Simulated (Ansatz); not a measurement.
**BCCD(T)/STO-3G run of BOF (fluoro(oxo)borane)**

Aim: the vertical singlet–triplet gap of BOF (fluoro(oxo)borane) at BCCD(T)/STO-3G, from 2 runs. 

The results are computed with Ansatz 0.2.0.

53 further runs of the same task are left out: 4 that didn't finish, 49 set aside as unsound or not needed.

## (1) Starting point

BOF: 3 atoms, total charge 0, spin state singlet. As SMILES, `O=BF`. The shape is that of a PBE0-D4/def2-TZVP optimisation.

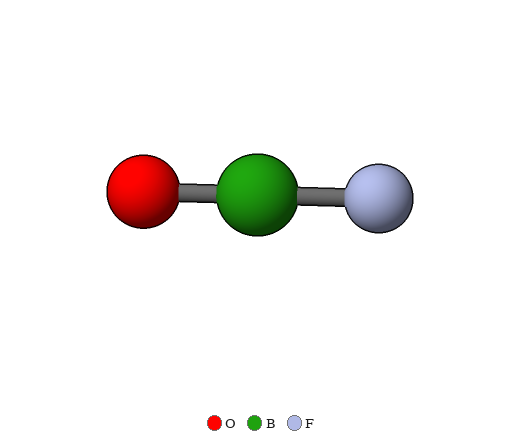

Viewed from a chosen angle; oxygen red, boron green, fluorine light blue.

## (2) The energy at BCCD(T)/STO-3G

Input file run.yaml:

```yaml
crystal:
  periodic: [false, false, false]
  atoms:
    - {symbol: O, position_ang: [0.983100, -0.565100, 0.479900]}
    - {symbol: B, position_ang: [0.020300, -0.011600, 0.009900]}
    - {symbol: F, position_ang: [-1.003400, 0.576800, -0.489800]}
basis:
  gaussian:
    orbitals: STO-3G
scf:
  omitted_lower_state_checks: [cluster_reference, increment]
correlation:
  method: bccd_t
  frozen_orbitals: {B: 1, F: 1, O: 1}
accuracy: high
```

Command:

```console
$ ansatz run run.yaml --threads 1 --pin off --max-ram 2610MiB --events-out events.jsonl --progress --plain --runs-dir runs
```

The program printed:

```text
Warning: RAYON_NUM_THREADS=1 ignored (pool sized by the plan → 1); use --threads N
Functional definition: HF
  name "HF"
  exchange = exact_x
  correlation = 0
these checks for a lower state are left out or cut short: cluster_reference, increment
248 factors; integrals over basis functions are off by at most 3.4e-8 eV
mean field evaluation 1: about -5338.3520 eV, gradient 3.4e1 eV
mean field evaluation 2: about -5338.3823 eV, gradient 3.4e1 eV
mean field evaluation 4: about -5342.3230 eV, gradient 2.4e0 eV
mean field evaluation 8: about -5342.3527 eV, gradient 6.3e-2 eV
mean field -5342.35269246 eV, -196.3278402711 hartree, gradient 1.6e-8 eV, S^2 0.000000; 0 other end points of the search recorded, 0 dependent functions left out
3 core orbitals not correlated: weight in the atoms' cores, before any rotation towards them, 1.000 or more for the frozen orbitals, at most 0.000 for the correlated occupied ones
reference -5342.35269246 eV, -196.3278402711 hartree; 8, 8 occupied and 4, 4 virtual orbitals, 248 factors
second order -3.78524455 eV of doubles, -0.00000000 eV of singles
cycle   1  -3.45220841 eV  change    3.3e-1 eV  update   1.2e-1
cycle   2  -3.78175271 eV  change   -3.3e-1 eV  update   5.2e-2
cycle   3  -3.82181313 eV  change   -4.0e-2 eV  update   1.3e-2
cycle   4  -3.82563444 eV  change   -3.8e-3 eV  update   4.3e-3
cycle   5  -3.82826662 eV  change   -2.6e-3 eV  update   1.3e-3
cycle   6  -3.82923745 eV  change   -9.7e-4 eV  update   2.9e-4
cycle   7  -3.82925650 eV  change   -1.9e-5 eV  update   1.0e-4
cycle   8  -3.82917208 eV  change    8.4e-5 eV  update   3.1e-5
cycle   9  -3.82918831 eV  change   -1.6e-5 eV  update   1.1e-5
cycle  10  -3.82918492 eV  change    3.4e-6 eV  update   1.9e-6
cycle  11  -3.82918519 eV  change   -2.7e-7 eV  update   4.1e-7
cycle  12  -3.82918526 eV  change   -6.4e-8 eV  update   1.1e-7
cycle  13  -3.82918520 eV  change    6.1e-8 eV  update   3.9e-8
cycle  14  -3.82918452 eV  change    6.7e-7 eV  update   1.0e-7
cycle  15  -3.82918460 eV  change   -7.7e-8 eV  update   3.7e-8
cycle  16  -3.82918456 eV  change    4.1e-8 eV  update   1.1e-8
cycle  17  -3.82918456 eV  change   -1.3e-9 eV  update   4.3e-9
cycle  18  -3.82918456 eV  change  -6.0e-10 eV  update   2.0e-9
cycle  19  -3.82918456 eV  change   -2.2e-9 eV  update  6.5e-10
cycle  20  -3.82918456 eV  change   4.3e-10 eV  update  2.0e-10
perturbative correction -0.40453474 eV, -0.0148663774 hartree
Total energy: -5346.58641176 eV, -196.4834265856 hartree
Checks for a lower state left out: cluster_reference, increment
```

Run time: 0.2 s. Hardware: 1 thread of Intel Xeon Platinum 8488C (Sapphire Rapids), shared host.

## (3) The triplet at the same level

Input file job.yaml:

```yaml
crystal:
  periodic: [false, false, false]
  atoms:
    - {symbol: O, position_ang: [0.983100, -0.565100, 0.479900]}
    - {symbol: B, position_ang: [0.020300, -0.011600, 0.009900]}
    - {symbol: F, position_ang: [-1.003400, 0.576800, -0.489800]}
basis:
  gaussian: {orbitals: STO-3G}
accuracy: high
scf: {omitted_lower_state_checks: [cluster_reference, increment]}
correlation: {method: bccd_t, frozen_orbitals: {B: 1, F: 1, O: 1}}
magnetization: {spin_polarized: true, initial_magnetization: 2}
```

Command:

```console
$ ansatz run job.yaml --threads 1 --pin off --max-ram 2610MiB --events-out events.jsonl --progress --plain --runs-dir runs
```

The program printed:

```text
Warning: RAYON_NUM_THREADS=1 ignored (pool sized by the plan → 1); use --threads N
[... 31 lines left out ...]
3 core orbitals not correlated: weight in the atoms' cores, before any rotation towards them, 1.000 or more for the frozen orbitals, at most 0.000 for the correlated occupied ones
[... 39 lines left out ...]
Total energy: -5338.19278067 eV, -196.1749663327 hartree
Checks for a lower state left out: cluster_reference, increment
```

Wall time 1.9 s (1 thread of Intel Xeon Platinum 8488C (Sapphire Rapids), shared host).

## (4) Outcome

Level: BCCD(T)/STO-3G, 3 core orbitals frozen.

| quantity | value |
| --- | --- |
| singlet: total energy | -196.48343 Eh |
| singlet: correlation energy (3 core orbitals frozen) | -155.6 mEh |
| singlet: (T) correction | -14.87 mEh |
| triplet: total energy | -196.17497 Eh |
| triplet: correlation energy (3 core orbitals frozen) | -98.3 mEh |
| triplet: (T) correction | -10.38 mEh |
| triplet: ⟨S²⟩ of the reference determinant | 2.008 |
| vertical energy of the triplet above the singlet | 8.394 eV |

At this shape the triplet lies 8.39 eV (810 kJ/mol) above the singlet. In a minimal basis such a difference can be off by several eV, whatever the method. The triples (singlet) make up 9.6 % of the correlation energy. The triples (triplet) make up 10.6 % of the correlation energy.
